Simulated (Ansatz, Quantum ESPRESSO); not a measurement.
# ZnAgH3 (Pm-3m): zone-centre phonons, part 2 of 3

Which modes does ZnAgH3 (Pm-3m) have at the zone centre?

Quantum ESPRESSO 8.0 development, patched; DFT LDA, scalar-relativistic, plane waves, PseudoDojo norm-conserving pseudopotentials.

So far. Step 2 (A probe with smearing): No gap opens on this mesh, so smearing is kept; the start stands at -15 GPa. Step 4 (Ground state): The cell stands at -0.0060 GPa, close enough for phonons. The relaxed cell has a = 3.542 Å (conventional setting).

The structure was built from a prototype and need not be the compound's stable phase.

### 5. Linear response at Γ

At q = 0 one unit cell holds all displacements; symmetry groups them into irreducible representations that are solved one by one. With smeared occupations no response to a homogeneous field can be asked.

The input, ph.in:

```
phonons
 &inputph
    prefix='x',
    outdir='./tmp',
    fildyn='g.dyn',
    tr2_ph=1.0d-18,
    alpha_mix(1)=0.4,
    nmix_ph=8,
 /
0.000000000000 0.000000000000 0.000000000000
```

Started as:

```sh
$ OMP_NUM_THREADS=1 mpirun -n 4 ph.x -nk 4 -in ph.in > ph.out
```

Log:

```text
[banners, grids, parts of the stress and lines that vanish by symmetry left out]
[banner, memory and clock lines left out]
Program PHONON v.8.0dev

     Dynamical matrices for q-points given in input
     (   1q-points):
       N         xq(1)         xq(2)         xq(3)
       1   0.000000000   0.000000000   0.000000000

     ./tmp/x.save/

     IMPORTANT: XC functional enforced from input :
     Exchange-correlation= PW
                           (   1   4   0   0   0   0   0)
     Any further DFT definition will be discarded
     Please, verify this is what you really want

     ./tmp/x.save/Zn.upf is read, which differs from the file in pseudo_dir

     In this copy of Zn.upf noise was removed from the local potential

     G-vector sticks info

     Reading collected, re-writing distributed wavefunctions in ./tmp/

     Number and degeneracy of irreps per q-point
       N         xq(1)         xq(2)         xq(3)   N irreps
       1   0.000000000   0.000000000   0.000000000       5
        3   3   3   3   3

     Calculation of q =    0.0000000   0.0000000   0.0000000

     phonons

     bravais-lattice index     =            0
     lattice parameter (alat)  =       6.6942  a.u.
     unit-cell volume          =     299.9799 (a.u.)^3
     number of atoms/cell      =            5
     number of atomic types    =            3
     kinetic-energy cut-off    =      86.0000  Ry
     charge density cut-off    =     344.0000  Ry
     convergence threshold     =      1.0E-18
     beta                      =       0.4000
     number of iterations used =            8
     Exchange-correlation= PW
                           (   1   4   0   0   0   0   0)

     celldm(1)=    6.69418  celldm(2)=    0.00000  celldm(3)=    0.00000
     celldm(4)=    0.00000  celldm(5)=    0.00000  celldm(6)=    0.00000

     crystal axes: (cart. coord. in units of alat)
               a(1) = (  1.0000  0.0000  0.0000 )
               a(2) = (  0.0000  1.0000  0.0000 )
               a(3) = (  0.0000  0.0000  1.0000 )

     reciprocal axes: (cart. coord. in units 2 pi/alat)
               b(1) = (  1.0000  0.0000  0.0000 )
               b(2) = (  0.0000  1.0000  0.0000 )
               b(3) = (  0.0000  0.0000  1.0000 )

     Atoms inside the unit cell:

     Cartesian axes

     site n.  atom      mass           positions (alat units)
        1  Ag    107.8682   tau(    1) = (    0.00000    0.00000    0.00000  )
        2  Zn     65.3800   tau(    2) = (    0.50000    0.50000    0.50000  )
        3  H       1.0080   tau(    3) = (    0.50000    0.50000    0.00000  )
        4  H       1.0080   tau(    4) = (    0.50000    0.00000    0.50000  )
        5  H       1.0080   tau(    5) = (    0.00000    0.50000    0.50000  )

     Computing dynamical matrix for
                    q = (   0.0000000   0.0000000   0.0000000 )

     49 Sym.Ops. (with q -> -q+G )

     G cutoff =  390.4752  (  32423 G-vectors)     FFT grid: ( 40, 40, 40)

     number of k points=    35  Marzari-Vanderbilt smearing, width (Ry)=  0.0200
                       cart. coord. in units 2pi/alat
        k(    1) = (   0.0000000   0.0000000   0.0000000), wk =   0.0039062
        k(    2) = (   0.0000000   0.0000000   0.1250000), wk =   0.0234375
        k(    3) = (   0.0000000   0.0000000   0.2500000), wk =   0.0234375
        [... further k-points left out ...]

     PseudoPot. # 1 for Ag read from file:
     ./pseudo/Ag.upf
     Pseudo is Norm-conserving + core correction, Zval = 19.0
     Using radial grid of 1484 points,  6 beta functions with:
                l(1) =   0
                l(2) =   0
                l(3) =   1
                l(4) =   1
                l(5) =   2
                l(6) =   2

     PseudoPot. # 2 for Zn read from file:
     ./pseudo/Zn.upf
     Pseudo is Norm-conserving + core correction, Zval = 20.0
     Using radial grid of 1296 points,  6 beta functions with:
                l(1) =   0
                l(2) =   0
                l(3) =   1
                l(4) =   1
                l(5) =   2
                l(6) =   2

     PseudoPot. # 3 for H  read from file:
     ./pseudo/H.upf
     Pseudo is Norm-conserving, Zval =  1.0
     Using radial grid of 1180 points,  3 beta functions with:
                l(1) =   0
                l(2) =   0
                l(3) =   1

     Mode symmetry, O_h (m-3m)  point group:

     Atomic displacements:
     There are    5 irreducible representations

     Representation     1      3 modes -  To be done

     Representation     2      3 modes -  To be done

     Representation     3      3 modes -  To be done

     Representation     4      3 modes -  To be done

     Representation     5      3 modes -  To be done

     Alpha used in Ewald sum =   2.8000

     Representation #   1 modes #   1   2   3

     Self-consistent Calculation

     The passes end when |ddv_scf|^2 is under  8.7E-20 (on this mesh; tr2_ph alone asks  1.0E-18)
      iter #   1   av.it.:   4.3
      thresh= 1.000E-02 alpha_mix =  0.400 |ddv_scf|^2 =  1.135E-08
      iter #   2   av.it.:  13.4
      thresh= 1.066E-05 alpha_mix =  0.400 |ddv_scf|^2 =  6.551E-10
      iter #   3   av.it.:  13.9
      thresh= 2.559E-06 alpha_mix =  0.400 |ddv_scf|^2 =  3.828E-11
      iter #   4   av.it.:  14.5
      thresh= 6.187E-07 alpha_mix =  0.400 |ddv_scf|^2 =  1.697E-12
      iter #   5   av.it.:  14.9
      thresh= 1.303E-07 alpha_mix =  0.400 |ddv_scf|^2 =  1.525E-14
      iter #   6   av.it.:  14.8
      thresh= 1.235E-08 alpha_mix =  0.400 |ddv_scf|^2 =  2.241E-15
      iter #   7   av.it.:  15.1
      thresh= 4.734E-09 alpha_mix =  0.400 |ddv_scf|^2 =  6.067E-17
      iter #   8   av.it.:  15.5
      thresh= 7.789E-10 alpha_mix =  0.400 |ddv_scf|^2 =  3.541E-19
      iter #   9   av.it.:  15.1
      thresh= 5.951E-11 alpha_mix =  0.400 |ddv_scf|^2 =  3.625E-20

     End of self-consistent calculation

     Convergence has been achieved

     Representation #   2 modes #   4   5   6

     Self-consistent Calculation

     The passes end when |ddv_scf|^2 is under  8.7E-20 (on this mesh; tr2_ph alone asks  1.0E-18)
      iter #   1   av.it.:   9.3
      thresh= 1.000E-02 alpha_mix =  0.400 |ddv_scf|^2 =  1.660E-05
      iter #   2   av.it.:  13.2
      thresh= 4.074E-04 alpha_mix =  0.400 |ddv_scf|^2 =  6.807E-07
      iter #   3   av.it.:  13.5
      thresh= 8.250E-05 alpha_mix =  0.400 |ddv_scf|^2 =  3.521E-08
      iter #   4   av.it.:  13.8
      thresh= 1.876E-05 alpha_mix =  0.400 |ddv_scf|^2 =  1.301E-09
      iter #   5   av.it.:  14.5
      thresh= 3.607E-06 alpha_mix =  0.400 |ddv_scf|^2 =  1.159E-11
[...]
End of self-consistent calculation

     Convergence has been achieved

     Representation #   3 modes #   7   8   9

     Self-consistent Calculation

     The passes end when |ddv_scf|^2 is under  8.7E-20 (on this mesh; tr2_ph alone asks  1.0E-18)
[...]
End of self-consistent calculation

     Convergence has been achieved

     Representation #   4 modes #  10  11  12

     Self-consistent Calculation

     The passes end when |ddv_scf|^2 is under  8.7E-20 (on this mesh; tr2_ph alone asks  1.0E-18)
[...]
End of self-consistent calculation

     Convergence has been achieved

     Representation #   5 modes #  13  14  15

     Self-consistent Calculation

     The passes end when |ddv_scf|^2 is under  8.7E-20 (on this mesh; tr2_ph alone asks  1.0E-18)
[...]
iter #   2   av.it.:  13.1
      thresh= 4.587E-06 alpha_mix =  0.400 |ddv_scf|^2 =  5.582E-10
      iter #   3   av.it.:  13.8
      thresh= 2.363E-06 alpha_mix =  0.400 |ddv_scf|^2 =  4.437E-13
      iter #   4   av.it.:  14.1
      thresh= 6.661E-08 alpha_mix =  0.400 |ddv_scf|^2 =  4.154E-14
      iter #   5   av.it.:  13.8
      thresh= 2.038E-08 alpha_mix =  0.400 |ddv_scf|^2 =  3.787E-16
      iter #   6   av.it.:  13.6
      thresh= 1.946E-09 alpha_mix =  0.400 |ddv_scf|^2 =  1.505E-18
      iter #   7   av.it.:  14.4
      thresh= 1.227E-10 alpha_mix =  0.400 |ddv_scf|^2 =  1.343E-19
      iter #   8   av.it.:  14.5
      thresh= 3.665E-11 alpha_mix =  0.400 |ddv_scf|^2 =  2.891E-22

     End of self-consistent calculation

     Convergence has been achieved

     Number of q in the star =    1
     List of q in the star:
          1   0.000000000   0.000000000   0.000000000

     Diagonalizing the dynamical matrix

     q = (    0.000000000   0.000000000   0.000000000 )

 **************************************************************************
     freq (    1) =      -8.638572 [THz] =    -288.151756 [cm-1]
     freq (    2) =      -8.638572 [THz] =    -288.151756 [cm-1]
     freq (    3) =      -8.638572 [THz] =    -288.151756 [cm-1]
     freq (    4) =      -0.011063 [THz] =      -0.369034 [cm-1]
     freq (    5) =      -0.011063 [THz] =      -0.369034 [cm-1]
     freq (    6) =      -0.011063 [THz] =      -0.369034 [cm-1]
     freq (    7) =       3.205271 [THz] =     106.916329 [cm-1]
     freq (    8) =       3.205271 [THz] =     106.916329 [cm-1]
     freq (    9) =       3.205271 [THz] =     106.916329 [cm-1]
     freq (   10) =       4.128629 [THz] =     137.716235 [cm-1]
     freq (   11) =       4.128629 [THz] =     137.716235 [cm-1]
     freq (   12) =       4.128629 [THz] =     137.716235 [cm-1]
     freq (   13) =      37.580000 [THz] =    1253.533871 [cm-1]
     freq (   14) =      37.580000 [THz] =    1253.533871 [cm-1]
     freq (   15) =      37.580000 [THz] =    1253.533871 [cm-1]
 **************************************************************************

     Mode symmetry, O_h (m-3m)  point group:

     freq (   1-   3) =       -288.2  [cm-1]   --> T_1u G_15  G_4- I
     freq (   4-   6) =         -0.4  [cm-1]   --> T_1u G_15  G_4- I
     freq (   7-   9) =        106.9  [cm-1]   --> T_1u G_15  G_4- I
     freq (  10-  12) =        137.7  [cm-1]   --> T_2u G_25  G_5-
     freq (  13-  15) =       1253.5  [cm-1]   --> T_1u G_15  G_4- I
```

Wall time 8.2 min (4 MPI ranks of Intel Xeon Platinum 8375C at 2.90GHz (Ice Lake), shared host); 33 min of CPU time.

Read from the output:

| Quantity | Value |
| --- | --- |
| largest acoustic frequency at the zone centre before the sum rule | -0.37 cm⁻¹ |
| highest optical zone-centre mode (no LO-TO term) | 1254 cm⁻¹ |
| lowest optical zone-centre mode | -288.1 cm⁻¹ |

The acoustic modes at Γ come out as far as 0.4 cm⁻¹ from zero, where they should vanish, a small numerical error. The lowest optical mode is imaginary, 288i cm⁻¹, an instability at this level and on this k mesh.

### 6. Zone-centre analysis

A rigid shift of the crystal must cost nothing, but grids and finite bases break this; the acoustic sum rule is imposed before the matrix is diagonalised again.

The input, dynmat.in:

```
 &input
    fildyn='g.dyn',
    asr='simple',
    fileig='dynmat.eig',
 /
```

Started as:

```sh
$ dynmat.x -in dynmat.in > dynmat.out
```

Log:

```text
[banner, memory and clock lines left out]
Program DYNMAT v.8.0dev

     Reading Dynamical Matrix from file g.dyn
     ...Force constants read
     ...epsilon and Z* not read (not found on file)
     A direction for q was not specified:TO-LO splitting will be absent

     Polarizability (A^3 units)
     multiply by 1.000000 for Clausius-Mossotti correction (not under assume_isolated = 'mt')
         0.000000    0.000000    0.000000
         0.000000    0.000000    0.000000
         0.000000    0.000000    0.000000

     IR activities are in (D/A)^2/amu units

# mode   [cm-1]    [THz]      IR
    1   -288.14   -8.6383    0.0000
    2   -288.14   -8.6383    0.0000
    3   -288.14   -8.6383    0.0000
    4     -0.00   -0.0000    0.0000
    5     -0.00   -0.0000    0.0000
    6      0.00    0.0000    0.0000
    7    106.91    3.2051    0.0000
    8    106.91    3.2051    0.0000
    9    106.91    3.2051    0.0000
   10    137.69    4.1277    0.0000
   11    137.69    4.1277    0.0000
   12    137.69    4.1277    0.0000
   13   1253.56   37.5808    0.0000
   14   1253.56   37.5808    0.0000
   15   1253.56   37.5808    0.0000

[end of the log left out, with the tail of the file of modes that dynmat.x writes under the same name]
```

It took 0.58 s on 1 thread.

Unit eigenvectors of the mass-weighted matrix after the sum rule; no LO-TO term. The modes at Γ (shares of kinetic energy by element, %) (negative means imaginary):

```tsv
mode	frequency (cm⁻¹)	Ag %	Zn %	H %
1	-288.1	9	4	87
2	-288.1	9	4	87
3	-288.1	9	4	87
4	0.0	61	37	2
5	0.0	61	37	2
6	0.0	61	37	2
7	106.9	30	59	12
8	106.9	30	59	12
9	106.9	30	59	12
10	137.7	0	0	100
11	137.7	0	0	100
12	137.7	0	0	100
13	1253.6	0	1	99
14	1253.6	0	1	99
15	1253.6	0	1	99
```

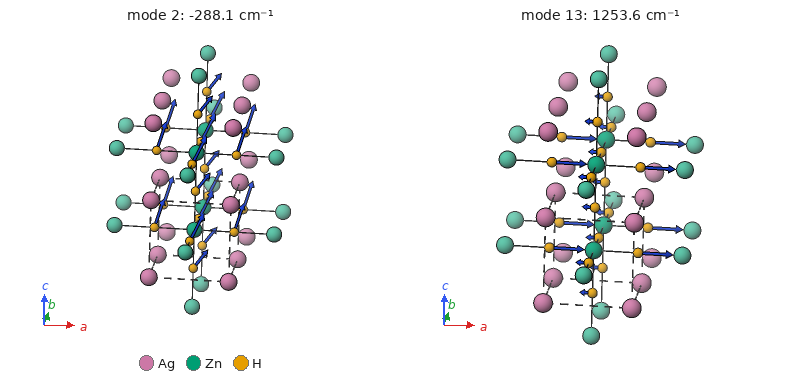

Displacement patterns of modes 2 and 13 at Γ; arrows are exaggerated. 1×2×2 cells are drawn. Some periodic images of atoms are drawn too.

The rule moves no optical mode by more than 0.1 cm⁻¹.

### 7. Sum rules set otherwise (asr crystal)

The rule can be imposed in more than one way; the choices should agree where the raw error is small.

The input, dynmat.in:

```
 &input
    fildyn='g.dyn',
    asr='crystal',
    fileig='dynmat.eig',
 /
```

Started as:

```sh
$ dynmat.x -in dynmat.in > dynmat.out
```

Log:

```text
[banner, memory and clock lines left out]
Program DYNMAT v.8.0dev

     Reading Dynamical Matrix from file g.dyn
     ...Force constants read
     ...epsilon and Z* not read (not found on file)
     Acoustic Sum Rule: || Z*(ASR) - Z*(orig)|| =    0.000000E+00
     Acoustic Sum Rule: ||dyn(ASR) - dyn(orig)||=    6.762995E-06
     A direction for q was not specified:TO-LO splitting will be absent

     Polarizability (A^3 units)
     multiply by 1.000000 for Clausius-Mossotti correction (not under assume_isolated = 'mt')
         0.000000    0.000000    0.000000
         0.000000    0.000000    0.000000
         0.000000    0.000000    0.000000

     IR activities are in (D/A)^2/amu units

# mode   [cm-1]    [THz]      IR
    1   -288.14   -8.6381    0.0000
    2   -288.14   -8.6381    0.0000
    3   -288.14   -8.6381    0.0000
    4     -0.00   -0.0000    0.0000
    5      0.00    0.0000    0.0000
    6      0.00    0.0000    0.0000
    7    106.92    3.2053    0.0000
    8    106.92    3.2053    0.0000
    9    106.92    3.2053    0.0000
   10    137.72    4.1286    0.0000
   11    137.72    4.1286    0.0000
   12    137.72    4.1286    0.0000
   13   1253.54   37.5801    0.0000
   14   1253.54   37.5801    0.0000
   15   1253.54   37.5801    0.0000

[end of the log left out, with the tail of the file of modes that dynmat.x writes under the same name]
```

Run time: 0.56 s. Hardware: 1 thread.

Zone-centre frequencies as printed; negative means imaginary. Modes:

```tsv
mode	frequency (cm⁻¹)
1	-288.1
2	-288.1
3	-288.1
4	0
5	0
6	0
7	106.9
8	106.9
9	106.9
10	137.7
11	137.7
12	137.7
13	1254
14	1254
15	1254
```

Against the first rule no mode moves by more than 0.1 cm⁻¹.

### 8. Sum rules set otherwise: a sum rule for molecules or wires on a crystal

This rule also removes rotations, which suits wires and not a crystal; it is tried to see the harm.

The input, dynmat.in:

```
 &input
    fildyn='g.dyn',
    asr='one-dim',
    fileig='dynmat.eig',
 /
```

Started as:

```sh
$ dynmat.x -in dynmat.in > dynmat.out
```

Log:

```text
[banner, memory and clock lines left out]
Program DYNMAT v.8.0dev

     Reading Dynamical Matrix from file g.dyn
     ...Force constants read
     ...epsilon and Z* not read (not found on file)
asr rotation axis in 1D system=    3
     Acoustic Sum Rule: || Z*(ASR) - Z*(orig)|| =    0.000000E+00
     Acoustic Sum Rule: ||dyn(ASR) - dyn(orig)||=    3.640924E-02
     A direction for q was not specified:TO-LO splitting will be absent

     Polarizability (A^3 units)
     multiply by 1.000000 for Clausius-Mossotti correction (not under assume_isolated = 'mt')
         0.000000    0.000000    0.000000
         0.000000    0.000000    0.000000
         0.000000    0.000000    0.000000

     IR activities are in (D/A)^2/amu units

# mode   [cm-1]    [THz]      IR
    1   -431.80  -12.9449    0.0000
    2   -288.14   -8.6381    0.0000
    3   -288.14   -8.6381    0.0000
    4     -0.00   -0.0000    0.0000
    5     -0.00   -0.0000    0.0000
    6      0.00    0.0000    0.0000
    7      0.00    0.0000    0.0000
    8    106.92    3.2053    0.0000
    9    106.92    3.2053    0.0000
   10    137.72    4.1286    0.0000
   11    137.72    4.1286    0.0000
   12    280.63    8.4131    0.0000
   13   1225.12   36.7283    0.0000
   14   1253.54   37.5801    0.0000
   15   1253.54   37.5801    0.0000

      0.000000 [THz] =       0.000002 [cm-1]
[end of the log left out, with the tail of the file of modes that dynmat.x writes under the same name]
```

Run time: 0.56 s. Hardware: 1 thread.

The program raised no error, yet the settings are not those of a careful run.

The fault: a sum rule for molecules or wires on a crystal; 1 optical mode is projected out to zero frequency, as if it were a rotation.

For a crystal the rule has to be 'simple' or 'crystal'.

Zone-centre frequencies as printed; negative means imaginary. Modes:

```tsv
mode	frequency (cm⁻¹)
1	-431.8
2	-288.1
3	-288.1
4	0
5	0
6	0
7	0
8	106.9
9	106.9
10	137.7
11	137.7
12	280.6
13	1225
14	1254
15	1254
```

(Part 2 of 3 ends here.)

[Host names and launcher messages were left out of these logs when they were recorded.]

[Logs are printed without paths, hosts, clocks, repeated set-up lines and the standing remarks that a program may print on its own settings, such as how far it seeks lower states.]

[Hosts, paths, dates, database ids (printed as entryN), source tags and the programs' standing remarks are cut or masked in the printed files.]
